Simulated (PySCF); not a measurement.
# C₃H₄FN: geometry, NMR shifts, spin-spin couplings, electronic excitations and core binding energies

Wanted: the NMR shifts, spin-spin couplings, electronic excitations and core binding energies of C₃H₄FN (`C[C@@H](F)C#N`), by calculation.

Programs: PySCF 2.14.0, with density-fitted response routines of our own. Each step states its level of theory. These are calculated values for one molecule in the gas phase, unless marked as measured. Atoms count from 0, in the outputs and in this text.

## 1. Starting geometry

9 atoms, charge 0, multiplicity 1; geometry from: GFN2-xTB.

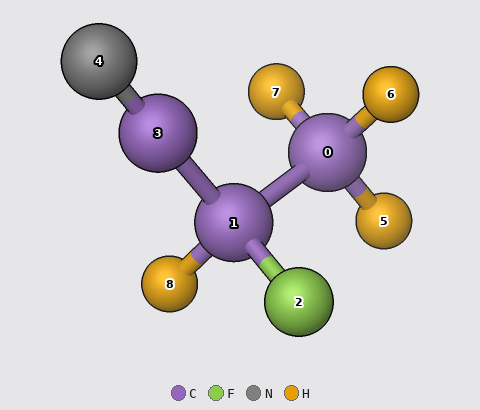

The starting geometry (carbon purple, fluorine green, nitrogen grey, hydrogen amber), atoms numbered.

## 2. Geometry optimisation at PBE0-D3(BJ)/def2-SVP

What the job is given:

```
{"job": {"xc": "PBE0", "basis": "def2-SVP", "d3": "d3bj", "grid": 1, "kind": "geom"}, "charge": 0, "multiplicity": 1}
C     -0.973881    -0.298992     0.017323
C      0.297663     0.543062     0.000129
F      0.407761     1.246230     1.183997
C      1.470584    -0.300219    -0.174310
N      2.377462    -0.977749    -0.320473
H     -1.835865     0.348608     0.159683
H     -0.931596    -1.015983     0.834631
H     -1.075514    -0.834439    -0.922900
H      0.276948     1.295476    -0.803260
```

**Question.** This job is followed by: GIAO PBE0/pcSseg-1 NMR shielding, non-relativistic, gas phase; B3LYP/pcJ-1 indirect spin-spin coupling, non-relativistic, gas phase; TDDFT CAM-B3LYP/def2-SVPD, vertical, gas phase, core orbitals frozen in the response; GIAO WP04/pcSseg-2 NMR shielding, non-relativistic, gas phase; delta-SCF UKS SCAN, pcX-2 on the ionised atom, pcseg-1 elsewhere, spin-free X2C. What will the session give for the following? point group; rotational constants (main isotopes); ¹³C shifts against TMS (PBE0/pcSseg-1); ¹H shifts against TMS (PBE0/pcSseg-1, means over atoms taken as alike); ¹⁹F shifts against CFCl3 (PBE0/pcSseg-1); ¹⁵N shifts against NH3 (PBE0/pcSseg-1); largest coupling of the table (B3LYP/pcJ-1); lowest singlet (CAM-B3LYP/def2-SVPD); brightest single state of those computed; lowest triplet; vertical ionisation energy (ΔSCF); C1s binding energies, SCAN/pcX-2; F1s binding energies, SCAN/pcX-2; N1s binding energies, SCAN/pcX-2; range of the shift of N4.

**Answer**, as computed:

```
                                                              quantity                               value
                                                           point group                                  C1
                                  rotational constants (main isotopes)                8.87, 4.01, 2.98 GHz
                                ¹³C shifts against TMS (PBE0/pcSseg-1)               122.4, 76.4, 22.2 ppm
¹H shifts against TMS (PBE0/pcSseg-1, means over atoms taken as alike)                      4.90, 1.61 ppm
                              ¹⁹F shifts against CFCl3 (PBE0/pcSseg-1)                          -208.5 ppm
                                ¹⁵N shifts against NH3 (PBE0/pcSseg-1)                           316.1 ppm
                           largest coupling of the table (B3LYP/pcJ-1)            ¹J(C,F) C1–F2, -243.9 Hz
                                  lowest singlet (CAM-B3LYP/def2-SVPD)         7.25 eV (171 nm), f = 0.000
                              brightest single state of those computed       state 10, 10.02 eV, f = 0.083
                                                        lowest triplet                             6.14 eV
                                     vertical ionisation energy (ΔSCF)                            12.43 eV
                                      C1s binding energies, SCAN/pcX-2  C1 294.97, C3 292.82, C0 291.90 eV
                                      F1s binding energies, SCAN/pcX-2                        F2 693.29 eV
                                      N1s binding energies, SCAN/pcX-2                        N4 405.81 eV
                                              range of the shift of N4                  299.5 to 316.1 ppm
```

The optimisation took 7 steps and gained 0.035 eV; among the close pairs (by a distance rule), C1–C3 changed most, from 1.455 to 1.473 Å. The most deshielded carbon is C3 (nitrile carbon), at 122.4 ppm: typical of a nitrile. H8 (hydrogen on an sp3 CH bonded to F, α to a nitrile) lies farthest downfield among hydrogen, at 4.90 ppm; its carbon carries F, which withdraws density. At PBE0/pcSseg-1: The widest tensor belongs to N4: span 488 ppm, with a paramagnetic part of -388 ppm. Of the pairs tabulated at B3LYP/pcJ-1, C1–F2 couples most strongly (-243.9 Hz; Fermi contact -288.0 Hz). The first singlet state (HOMO→LUMO 0.51, HOMO→LUMO+1 0.32) lies at 7.25 eV and is dark; of the 10 states computed, the strongest absorption comes from state 10 at 10.02 eV (the last computed, so partners may be missing). The lowest triplet lies 1.11 eV below the lowest singlet (triplets in Tamm-Dancoff, singlets in full TDDFT). The orbital energy would give 11.26 eV for ionisation, ΔSCF gives 12.43 eV. The C1s levels kept as sound span 3.07 eV, from C0 (methyl carbon) up to C1 (sp3 CH bonded to F, α to a nitrile). In ppm, N4 moves most: its shift spreads over 16.6 ppm, from 299.5 (WP04/pcSseg-2) to 316.1 (PBE0/pcSseg-1). Most of that comes from the computed reference, not from the atom's own shielding.
